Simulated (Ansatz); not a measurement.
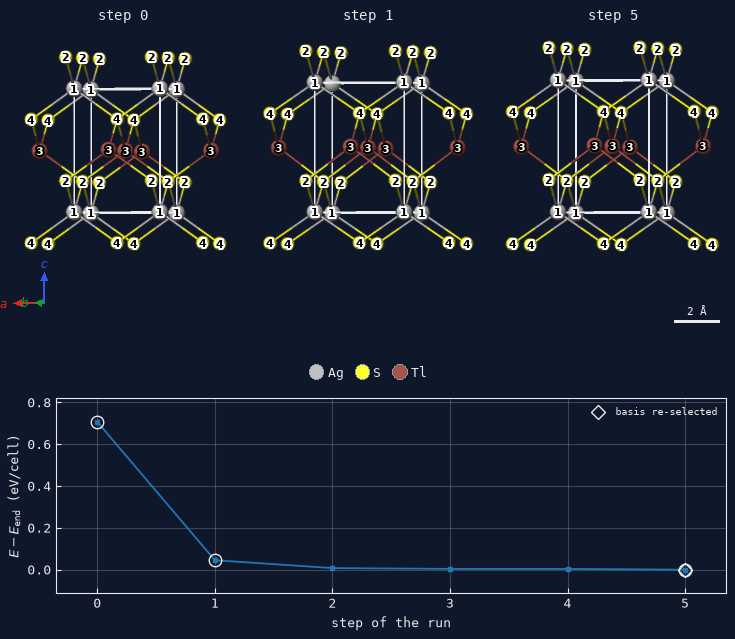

Frames of a relaxation of solid TlAgS2 (a generated structure, set up in P-4m2), marked on the history of the run. The picture is a ball-and-stick view of the cell of the calculation, seen from a free direction.

Level of theory: DFT, PBE, plane waves, PAW (Ansatz).

The input:
```yaml
crystal:
  lattice:
    - [3.9641725501, 0.0, 0.0]
    - [0.0, 3.9641725501, 0.0]
    - [0.0, 0.0, 5.6061865839]
  atoms:
    - { symbol: Ag, position: [0.0, 0.0, 0.0] }
    - { symbol: S, position: [0.0, 0.5, 0.25] }
    - { symbol: Tl, position: [0.5, 0.5, 0.5] }
    - { symbol: S, position: [0.5, 0.0, 0.75] }
kpoints:
  mp_grid: { grid: [6, 6, 4] }
hamiltonian:
  xc: pbe
scf:
  occupations: { method: fermi_dirac, width: 0.02 }
relax:
  f_tol: 0.005
  cell: {}
output:
  write_density: true
  write_potential: true
  elf: true
  volumetric_format: npy
```

Command:
```bash
ansatz run input.yaml --threads 2 --pin off --max-ram 2211MiB --backend cpu --events-out ev --progress --plain --runs-dir out
```

What happens along the run?

Answer. The largest moves relative to the cell, 0.055 Å, are those of S2 and S4. S2 goes along −c. Tl and Ag stay in place. The drawn cell changes as follows: a = b 3.964 → 4.203 Å (+6.0 %), c 5.606 → 5.993 Å (+6.9 %); the volume changes by +20.2 %. Some distances before and after: S2–Tl3 2.428 → 2.613 Å, Ag1–S2 2.428 → 2.549 Å. Among the angles between lasting bonds that change: S2–Tl3–S2 109.5° → 107.1°, Tl3–S4–Tl3 109.5° → 107.1°. The space group stays P-4m2 (No. 115). The energy falls by 0.707 eV per cell of the calculation in 4 accepted moves (5 points after the start). The largest force component goes from 0.93 to 0.0038 eV/Å. The pressure goes from 14.43 to 0.00 GPa. The SCF was repeated once at an unchanged geometry on a basis and grid sized afresh for the cell, which shifted the energy by 3.8 meV per cell of the calculation at most. From step 0 to 1: S atoms move most (0.07 Å), volume +14.2 %, energy −0.662 eV per cell of the calculation. From step 1 to 5: volume +5.2 %, energy −45.3 meV per cell of the calculation.

```tsv
step	E − E(0), meV/atom	largest force component, eV/Å	pressure, GPa	volume, Å³/atom	note
0	0.00	0.9331	14.43	22.025	
1	-165.43	0.0497	2.71	25.159	
2	-174.88	0.0226	0.77	26.052	
3	-175.80	0.0075	0.06	26.427	
4	-175.81	0.0029	0.00	26.466	
5	-176.76	0.0038	0.00	26.466	same geometry, new basis
```
